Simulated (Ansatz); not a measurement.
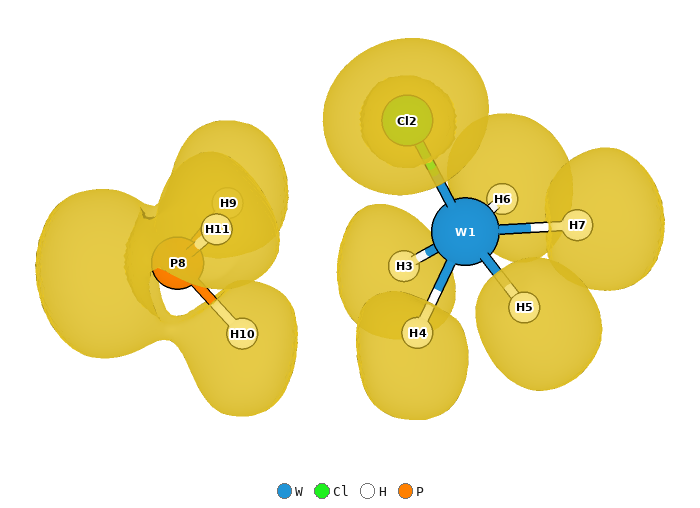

Figure. ClH$_{5}$W···PH$_{3}$. Isosurface of the electron localisation function at 0.75 (yellow), seen at an oblique angle. Only the valence region is drawn (cores and ρ < 0.01 e/Å³ removed).

Core potentials replace the inner electrons of W.

Theory: RKS PBE0-D4/def2-SVP (Ansatz 0.2.0).

Input file:

```
crystal:
  periodic: [false, false, false]
  atoms:
    - { symbol: W, position_ang: [-0.056954, -0.080324, 0.242446] }
    - { symbol: Cl, position_ang: [-0.347343, -0.278035, 2.563311] }
    - { symbol: H, position_ang: [1.424092, 0.238068, -0.463411] }
    - { symbol: H, position_ang: [0.117126, 1.413289, -0.48894] }
    - { symbol: H, position_ang: [-1.404042, 0.529927, -0.530488] }
    - { symbol: H, position_ang: [0.736648, -1.382163, -0.441653] }
    - { symbol: H, position_ang: [-1.032329, -1.19662, -0.530652] }
    - { symbol: P, position_ang: [2.408885, 2.204491, 1.658407] }
    - { symbol: H, position_ang: [2.937995, 0.937102, 1.272789] }
    - { symbol: H, position_ang: [2.203172, 2.638805, 0.316365] }
    - { symbol: H, position_ang: [1.074849, 1.73506, 1.826326] }
basis:
  gaussian: { orbitals: def2-SVP }
hamiltonian:
  xc: pbe0
  dispersion: d4
relax:
  f_tol: 0.03
  max_steps: 50
output:
  orbitals: {}
```

Launched as:

```sh
ansatz run input.yaml --threads 2 --pin off --max-ram 3072MiB --backend cpu --events-out ev --progress --plain --runs-dir out
```

The fields are those of the run's last geometry, not of the input's.

Q: What do the ELF domains correspond to?

A: The ELF exceeds this value in five regions around hydrogen nuclei, one region wrapped around Cl (its valence shell) and one joined region spread over several atoms (H, P), in which their bonds and any lone pairs are merged.

Values along the shortest contacts:
P8···W1 (4.31 Å): the ELF dips to about 0 between them; a non-bonded, intermolecular contact. W–Cl (2.24 Å): the ELF peaks at about 0.85 in the valence shell of Cl, 0.8 Å from its nucleus, and is about 0.40 at the midpoint.
